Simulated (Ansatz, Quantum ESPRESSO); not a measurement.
# Mode couplings of AlRh in the L11 ordering in a second program, part 6 of 6

Each step names its level of theory.

So far, highest frequency, solved or plainly interpolated (cm⁻¹): step 4 (phonons and couplings with ph.x: cold smearing of 0.2 eV) 348. The relaxed cell has a = 2.839, c = 11.853 Å (conventional setting).

The structure was built from a prototype and need not be the compound's stable phase.

**7. Electron–phonon run: cold smearing of 0.2 eV (continued)**

Level of this step: DFT PBEsol, scalar-relativistic, plane waves, PAW (Ansatz).

300 K. Cumulative share of the conductivity, along x against mean free path:

| mean free path (nm) | cumulative share of the conductivity, along x |
| --- | --- |
| 1.26 | 0.00403 |
| 1.41 | 0.00626 |
| 1.58 | 0.00685 |
| 1.78 | 0.00788 |
| 2.00 | 0.0138 |
| 2.24 | 0.0244 |
| 2.51 | 0.0485 |
| 2.82 | 0.0817 |
| 3.16 | 0.115 |
| 3.55 | 0.148 |
| 3.98 | 0.196 |
| 4.47 | 0.261 |
| 5.01 | 0.330 |
| 5.62 | 0.384 |
| 6.31 | 0.422 |
| 7.08 | 0.478 |
| 7.94 | 0.560 |
| 8.91 | 0.639 |
| 10 | 0.717 |
| 11.2 | 0.867 |
| 12.6 | 0.944 |

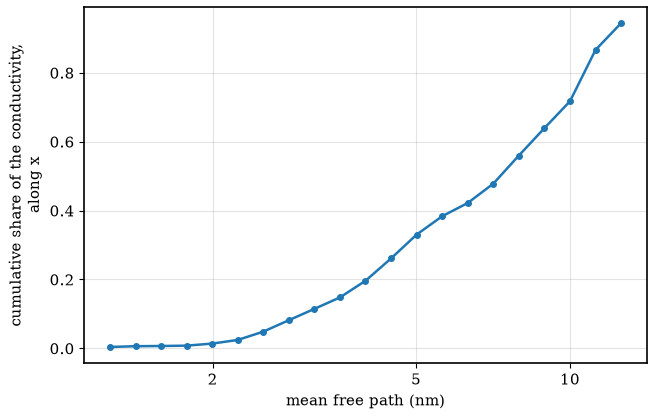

Cumulative share of the conductivity, along x against mean free path.

Resistivity by mesh:

```
    mesh  T (K)  mean rho (μΩ cm)
12x12x12     20          0.008932
12x12x12    300             13.82
12x12x12    800             39.35
   6x6x6     20          0.008631
   6x6x6    300             16.95
   6x6x6    800             46.11
   3x3x3     20          0.006662
   3x3x3    300             18.59
   3x3x3    800             52.05
```

No LO-TO term; unit eigenvectors of the mass-weighted matrix. Modes at Γ, with each element's share of the kinetic energy:

| mode | frequency (cm⁻¹) | symmetry | Al % | Rh % |
| --- | --- | --- | --- | --- |
| 1 | 0.0 | unnamed | 21 | 79 |
| 2 | 0.0 | unnamed | 21 | 79 |
| 3 | 0.0 | unnamed | 21 | 79 |
| 4 | 189.0 | Eu | 79 | 21 |
| 5 | 189.0 | Eu | 79 | 21 |
| 6 | 338.7 | A2u | 79 | 21 |

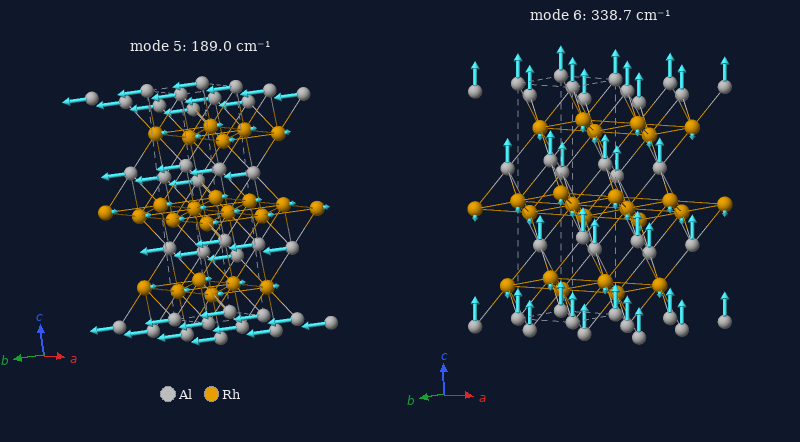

Displacement patterns of modes 5 and 6 at Γ; arrows are exaggerated. Bonds to atoms that aren't drawn are left out. 3×2×1 conventional cells are drawn. Some periodic images of atoms are drawn too.

The modes has structure finer than the step of the table below, so its rows give means over 20 cm⁻¹, whole bins alone (the curve runs from -10 to 425 cm⁻¹). Peaks (cm⁻¹: height): Al 241.9: 0.0214, 321.3: 0.0529; Rh 148.8: 0.0439, 321.3: 0.0057.

Phonopy on the run's constants, 21x21x21 mesh, Gaussian sigma 3.1 cm⁻¹. Table of modes by wavenumber; means over each step; values in 1/cm⁻¹/cell:

```csv
wavenumber (cm⁻¹),Al,Rh
0,6.8e-6,2.0e-5
20,7.4e-5,3.1e-4
40,3.0e-4,0.00139
60,6.4e-4,0.00397
80,0.00106,0.00808
100,0.00191,0.0144
120,0.00335,0.0270
140,0.00272,0.0392
160,0.00188,0.0253
180,0.00172,0.0128
200,0.00793,0.00572
220,0.0110,0.00138
240,0.0181,0.00208
260,0.0126,9.7e-4
280,0.00959,4.7e-4
300,0.0108,3.8e-4
320,0.0387,0.00375
340,0.0196,0.00230
360,0.00499,3.9e-4
380,0.00235,8.0e-5
400,6.6e-4,7.3e-6
```

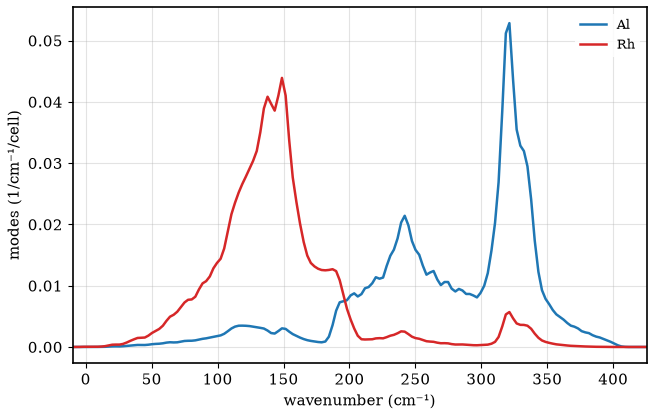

Modes, plotted against wavenumber.

The crystal's axes are tilted against x, y and z, so components by x, y and z mix them. By its own test the run is not converged in the mesh. λ = 0.539 and 13.8 μΩ cm at 300 K. The run's own test puts 26 % between its two finest meshes on the component of the resistivity at 300 K that moves most, so it is not converged.

**8. Summary of results**

```yaml
run: PBEsol, q 2×2×2, k 6×6×6, scattering 12×12×12 (cold smearing of 0.2 eV)
coupling_constant_lambda: 0.539
log_mean_phonon_energy_omega_log: 17.8 meV
states_at_the_fermi_level: 0.664 states/eV/spin/cell
resistivity_at_300_k_principal_values: 8.66, 16.4, 16.4 μΩ cm
drude_plasma_energy: 6.91 eV
resistivity_times_mean_free_path: 7.16 × 10⁻¹⁶ Ω m²
change_between_its_two_finest_scattering_meshes: λ 2 %, resistivity at 300 K 26 %
time_of_that_run: 58 s
coupling_lambda_by_gaussian_sums_at_0p2_ev_quantum_espresso_gbrv_cutoff_612_ev_q_2x2x2_k_8x8x8: 0.652
coupling_lambda_by_gaussian_sums_at_0p2_ev_quantum_espresso_gbrv_cutoff_476_ev_q_2x2x2_k_8x8x8: 0.668
```

On the last rung that gave a resistivity at the base settings (q 2×2×2, k 6×6×6, scattering 12×12×12), AlRh in the L11 ordering has λ = 0.54 and a phonon-limited resistivity of 13.8 μΩ cm at 300 K. Under gradient-corrected functionals ph.x can misplace modes where the density is low; no frozen-phonon run checks these frequencies. In the last run that gave them, λ from the Gaussian sums still varies by a factor of 1.3 between widths of 0.1 and 0.4 eV; these sums hold few wavevectors and leave out the zone centre. The coupling is moderate (λ = 0.54 in the run with cold smearing of 0.2 eV), so phonons raise the electrons' mass at the Fermi surface by about 54 %. Values of ρ(T) under 50 K rest on the softest modes, mostly interpolated ones, and are the least sure of the table. The high-temperature form ρ = 2π k_B T λ_tr/(ħ ε₀ ω_p²) gives 14.0 μΩ cm along x at 300 K, against 13.8 from the Boltzmann equation. The three lowest branches give 81 % of λ. By the run's own test, which takes the component that moves most, the resistivity at 300 K moves by 26 % between its two finest scattering meshes, so it is not converged. In the run quoted no mode is imaginary at the wavevectors of the 2×2×2 mesh; wavevectors off that mesh are interpolated. Only scattering by harmonic phonons counts; impurities, grain boundaries and thermal expansion are left out. The crystal's axes are tilted against x, y and z, so components by x, y and z (plasma energy, λ_tr, Hall coefficient) mix them and can look isotropic. The structure was built by hand as an ordered model, and its stability against other phases was not tested.

[Logs are printed without paths, hosts, clocks, repeated set-up lines and the standing remarks that a program may print on its own settings, such as how far it seeks lower states.]

[Hosts, paths, dates, database ids (printed as entryN), source tags and the programs' standing remarks are cut or masked in the printed files.]
